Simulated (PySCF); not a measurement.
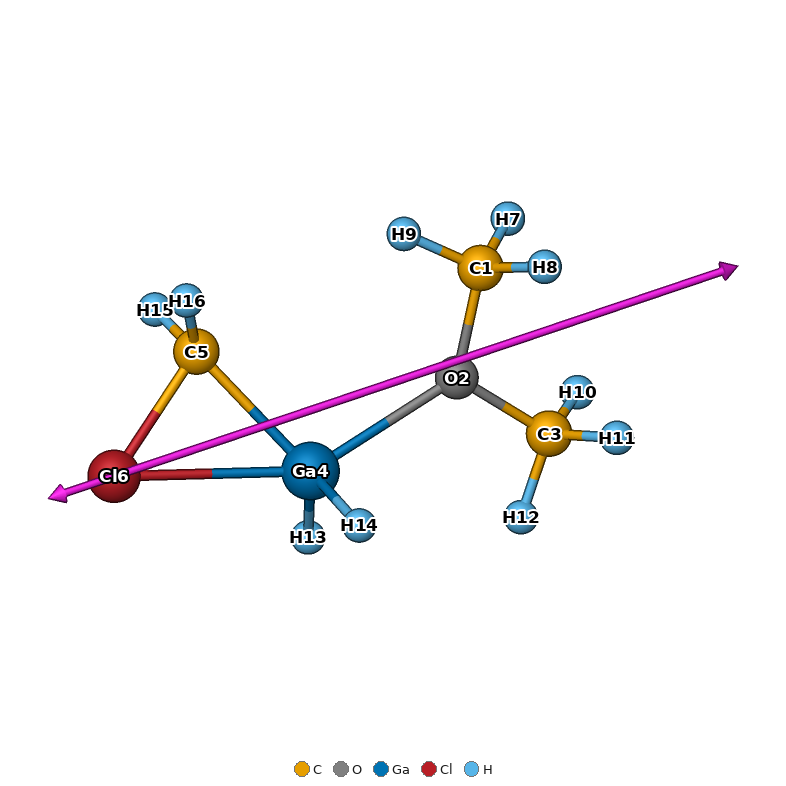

The double arrow shows the direction of the transition dipole to excited singlet state 1 (its length means nothing). Computed geometry: GFN2-xTB optimisation. No frequency run is at hand to confirm it as a minimum. Method: TDDFT B3LYP/def2-SVPD, vertical, gas phase, core orbitals frozen in the response (PySCF 2.14.0).

### How is the transition polarised?

Close to the long direction C3···Cl6.

### Give its energy, strength and character.

5.87 eV (211 nm), oscillator strength 0.034, mainly HOMO → LUMO (weight 0.74); transition dipole 1.23 D.

The geometry is semi-empirical. Around Ga such bond lengths and angles can be off by a tenth of an ångström or more and by several degrees, and values that hang on the shape move with them.
